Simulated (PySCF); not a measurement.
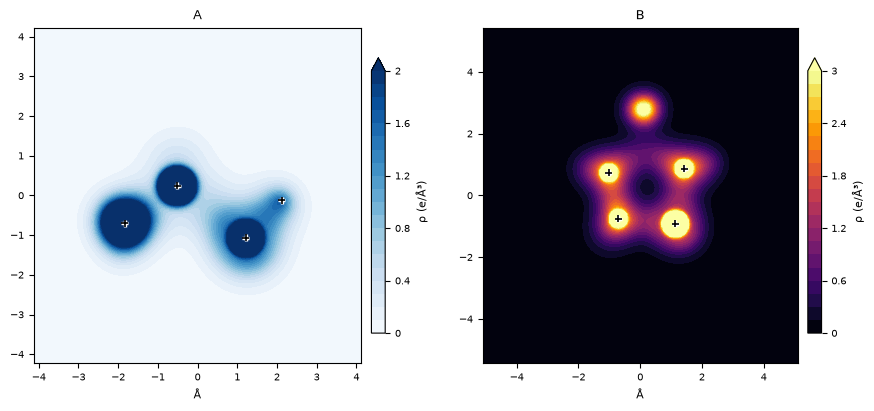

The total electron density of 2 systems, each on a plane through atoms (crosses mark nuclei in the plane).

All numbers below come from CAM-B3LYP/def2-SVPD, SCF density, gas phase (PySCF 2.14.0).

System 1: C2H6O2SSi, the plane of atoms O3, Si2 and S4. Geometry: GFN2-xTB.

```
atom    x (Å)    y (Å)    z (Å)
   C   1.4221   0.6028   0.4422
  Si  -0.2933  -0.1775   0.2317
   O  -0.6252  -1.3878   1.2570
   S  -1.8361   1.3261   0.4806
   C  -0.5112  -0.9999  -1.4875
   O  -0.0692  -0.5412  -2.5091
   H   1.6764   1.2266  -0.4097
   H   2.1860  -0.1651   0.5236
   H   1.4769   1.2240   1.3331
   H  -0.8529  -1.2464   2.1731
   H  -1.4750   2.0790  -0.5444
   H  -1.0973  -1.9410  -1.5166
```

System 2: C4H8F2SSi, the plane of atoms C3, S4 and C5. Geometry: GFN2-xTB.

```yaml
atoms:
  - { symbol: F, position_ang: [-1.9981, 1.3344, -1.4378] }
  - { symbol: C, position_ang: [-1.1673, 0.3937, -0.8755] }
  - { symbol: C, position_ang: [-1.9316, -0.4832, 0.1036] }
  - { symbol: S, position_ang: [-0.6232, -1.3514, 1.0136] }
  - { symbol: C, position_ang: [0.6144, 0.0023, 0.7850] }
  - { symbol: F, position_ang: [0.8828, 0.5580, 2.0266] }
  - { symbol: Si, position_ang: [2.2361, -0.7801, 0.0982] }
  - { symbol: C, position_ang: [-0.0533, 1.0634, -0.0819] }
  - { symbol: H, position_ang: [-0.7671, -0.2030, -1.7048] }
  - { symbol: H, position_ang: [-2.5693, -1.2178, -0.3817] }
  - { symbol: H, position_ang: [-2.5219, 0.1267, 0.7892] }
  - { symbol: H, position_ang: [2.5887, -1.8710, 0.9943] }
  - { symbol: H, position_ang: [3.2261, 0.2942, 0.0877] }
  - { symbol: H, position_ang: [1.9073, -1.2332, -1.2519] }
  - { symbol: H, position_ang: [0.6677, 1.5498, -0.7398] }
  - { symbol: H, position_ang: [-0.4986, 1.8261, 0.5641] }
```

Question: Which map belongs to which system?

Answer: Panel A is system 1, C2H6O2SSi: the plane holds Si, O, S and H. Si–O (1.62 Å): ρ is about 1.2 e/Å³ halfway. Panel B is system 2, C4H8F2SSi: the plane holds C and S. C–C (1.52 Å): ρ at the midpoint is about 1.7 e/Å³.
